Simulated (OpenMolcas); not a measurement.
**One shape, several levels: singlet [GaNH3]+**

We compute a comparison of 6 runs (HF/STO-3G, HF/def2-TZVP, B3LYP/def2-TZVP, SVWN5/def2-TZVP, r2SCAN/def2-TZVP, MP2/def2-TZVP) of singlet [GaNH3]+. 

The results are computed with OpenMolcas 26.06.

1 further run of the same task is left out (set aside as unsound or not needed).

## (1) Starting point

[GaNH3]+: 5 atoms, total charge +1, spin state singlet. As SMILES of the parent species, `[NH2][GaH]`. The shape is that of a PBE0-D4/def2-TZVP optimisation. This is one conformer, not always the lowest. That shape belongs to the parent species and isn't relaxed for this state.

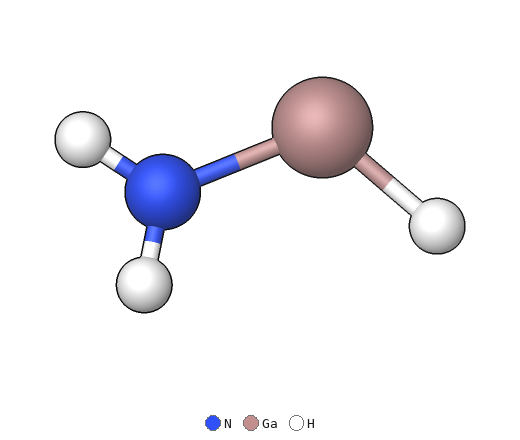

The structure, seen from a chosen angle (nitrogen blue, gallium pink, hydrogen white).

## (2) A single-point energy at HF/STO-3G (run 1)

The input, mol.xyz:

```xyz
5

N     -0.211900    -0.684000     0.064700
Ga     0.815500     0.782900     0.417000
H     -0.946800    -0.701300    -0.625100
H     -0.115200    -1.569300     0.532000
H      0.508200     2.097900    -0.430100
```

The input, run.inp:

```
&GATEWAY
BasLib=$CurrDir
Coord=mol.xyz
Basis=STO-3G
Group=NoSym
&SEWARD
&SCF
Charge=1
Thresholds=1e-10 1e-07 1e-07 1e-05
PrOrbitals=1 2
```

The basis set STO-3G is read from a file made from the Basis Set Exchange's data (not shown).

Started as:

```console
$ export MOLCAS_MEM=1860
$ pymolcas run.inp > run.log
```

What it wrote:

```text
--- Start Module: gateway ---
[...]
--- Stop Module: gateway /rc=_RC_ALL_IS_WELL_ ---
--- Start Module: seward ---
[...]
      Basis functions           26
--- Stop Module: seward /rc=_RC_ALL_IS_WELL_ ---
--- Start Module: scf ---
[...]
       Convergence after  25 Iterations
[...]
::    Total SCF energy                              -1956.1286265755
[...]
      Total spin, S                                     0.0000000000
[...]
      Total electronic charge=   40.000000
      Total            charge=    1.000000
[...]
      Dipole Moment (debye):
      Origin of the operator (angstrom)=    0.6129    0.5144    0.3388
                   X=  6.6545E-01               Y= -3.7042E-01               Z=  7.8735E-01           Total=  1.0954E+00
      Center of Charge (angstrom)
[...]
--- Stop Module: scf /rc=_RC_ALL_IS_WELL_ ---
[...]
```

It took 2.3 s on 1 thread of Intel Xeon Platinum 8259CL at 2.50GHz (Skylake/Cascade Lake), shared host; peak memory 0.37 GiB.

## (3) The energy at HF/def2-TZVP (run 2)

The input, calc.input:

```
* GaH3N Hartree-Fock

&GATEWAY
  BASLIB=$CurrDir
  COORD
  5
  angstrom
  N       -0.211900      -0.684000       0.064700
  Ga       0.815500       0.782900       0.417000
  H       -0.946800      -0.701300      -0.625100
  H       -0.115200      -1.569300       0.532000
  H        0.508200       2.097900      -0.430100
  BASIS=def2-TZVP
  GROUP=NoSym

&SEWARD

&SCF
  CHARGE=1
  THRESHOLDS=1e-10 1e-07 1e-07 1e-05
  PRORBITALS=1 2
```

The basis set def2-TZVP is read from a file made from the Basis Set Exchange's data (not shown).

Started as:

```console
$ export MOLCAS_MEM=1860
$ pymolcas calc.input > calc.log
```

What it wrote:

```text
--- Start Module: gateway ---
[...]
--- Stop Module: gateway /rc=_RC_ALL_IS_WELL_ ---
--- Start Module: seward ---
[...]
      Basis functions           97
--- Stop Module: seward /rc=_RC_ALL_IS_WELL_ ---
[...]
--- Start Module: scf ---
[...]
       Convergence after  17 Iterations
[...]
::    Total SCF energy                              -1979.1698412091
[...]
      Total spin, S                                     0.0000000000
[...]
      Total electronic charge=   40.000000
      Total            charge=    1.000000
[...]
      Dipole Moment (debye):
      Origin of the operator (angstrom)=    0.6129    0.5144    0.3388
                   X=  1.4583E+00               Y=  2.0677E-01               Z=  1.2939E+00           Total=  1.9605E+00
      Center of Charge (angstrom)
[...]
--- Stop Module: scf /rc=_RC_ALL_IS_WELL_ ---
[...]
```

Wall time 13 s (1 thread of Intel Xeon Platinum 8259CL at 2.50GHz (Skylake/Cascade Lake), shared host); peak memory 0.54 GiB.

Runs 3 to 5 aren't shown in full; the table further down has their settings and results.

## (4) The energy at MP2/def2-TZVP (run 6)

The input, test.input:

```
>>> EXPORT MOLCAS_PRINT=2

&GATEWAY
  BASLIB
  $CurrDir
  COORD
  5
  angstrom
  N       -0.211900      -0.684000       0.064700
  Ga       0.815500       0.782900       0.417000
  H       -0.946800      -0.701300      -0.625100
  H       -0.115200      -1.569300       0.532000
  H        0.508200       2.097900      -0.430100
  BASIS
  def2-TZVP
  GROUP
  NoSym

&SEWARD

&SCF
  CHARGE
  1
  THRESHOLDS
  1e-10 1e-07 1e-07 1e-05
  PRORBITALS
  0

&MBPT2
  FROZEN
  10
```

The basis set def2-TZVP is read from a file made from the Basis Set Exchange's data (not shown).

Started as:

```console
$ export MOLCAS_MEM=1860
$ pymolcas test.input > test.log
```

What it wrote:

```text
--- Start Module: gateway ---
[...]
--- Stop Module: gateway /rc=_RC_ALL_IS_WELL_ ---
[...]
      Basis functions           97
[...]
--- Start Module: scf ---
[...]
       Convergence after  17 Iterations
[...]
::    Total SCF energy                              -1979.1698412091
[...]
      Total spin, S                                     0.0000000000
[...]
      Total electronic charge=   40.000000
      Total            charge=    1.000000
[...]
      Dipole Moment (debye):
      Origin of the operator (angstrom)=    0.6129    0.5144    0.3388
                   X=  1.4583E+00               Y=  2.0677E-01               Z=  1.2939E+00           Total=  1.9605E+00
      Center of Charge (angstrom)
[...]
--- Stop Module: scf /rc=_RC_ALL_IS_WELL_ ---
[...]
--- Start Module: mbpt2 ---
[...]
WARNING!
Default frozen orbitals as non valence orbitals is overwritten by user input.
Default values:  15
[...]
       Reference weight ( Cref**2 )         =        0.89353
::    Total MBPT2 energy                            -1979.5826492392
[...]
      Total MBPT2 calculations                           0.45      0.50
--- Stop Module: mbpt2 /rc=_RC_ALL_IS_WELL_ ---
[...]
```

Wall time 14 s (1 thread of Intel Xeon Platinum 8259CL at 2.50GHz (Skylake/Cascade Lake), shared host); peak memory 0.54 GiB.

## (5) All runs side by side

```
run             level  integration grid  frozen core orbitals   energy (Eh)  HOMO energy (eV)  LUMO energy (eV)  HOMO–LUMO gap (eV)  wall time
  1         HF/STO-3G                 –                     –  -1956.128627            -15.45             -4.90               10.55      2.3 s
  2      HF/def2-TZVP                 –                     –  -1979.169841            -16.59             -7.05                9.54       13 s
  3   B3LYP/def2-TZVP         UltraFine                     –  -1981.164403            -13.27            -10.62                2.65       35 s
  4   SVWN5/def2-TZVP         UltraFine                     –  -1977.624759            -12.42            -11.32                1.10       27 s
  5  r2SCAN/def2-TZVP         UltraFine                     –  -1981.064935            -12.44            -10.92                1.52       48 s
  6     MP2/def2-TZVP                 –                    10  -1979.582649            -16.59             -7.05                9.54       14 s
```

## (6) Summary of results

```
                                           quantity           value
                                run 6: total energy  -1979.58265 Eh
         run 6: HOMO energy (Hartree–Fock orbitals)       -16.59 eV
         run 6: LUMO energy (Hartree–Fock orbitals)        -7.05 eV
       run 6: HOMO–LUMO gap (Hartree–Fock orbitals)         9.54 eV
run 6: correlation energy (10 core orbitals frozen)      -412.8 mEh
```

What this shows: Over runs 1, 2, 3, 4, 5 the HOMO–LUMO gap runs from 1.10 eV (SVWN5/def2-TZVP) to 10.55 eV (HF/STO-3G). The two ends differ in method and basis. Totals of different functionals can't be ranked against each other. In run 1 the basis is minimal, so the values are rough. All runs together took 2.3 min, the longest 48 s.
